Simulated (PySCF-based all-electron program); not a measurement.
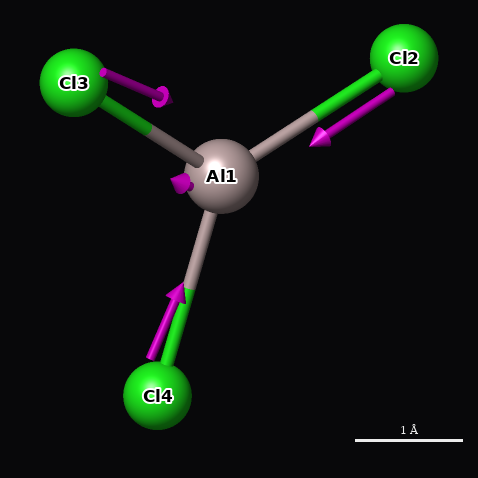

Arrows show the forces on the atoms, 0.5 Å of arrow for 1 eV/Å; forces under a tenth of the largest aren't drawn. Level of theory: PBE, all-electron, scalar-relativistic (spin-free Dirac), large uncontracted Gaussian sets (PySCF-based all-electron program).

**Along which bond is the force strongest?**

Al1–Cl3, now 2.248 Å: the forces pull its atoms together, so a first step downhill shortens it.

List the force components in the frame of the picture (x right, y up, z towards the viewer), in eV/Å.

```tsv
atom	Fx	Fy	Fz
Al1	−0.39	0.15	0.38
Cl2	−1.57	−1.04	0.81
Cl3	1.33	−0.57	−1.34
Cl4	0.63	1.46	0.14
```
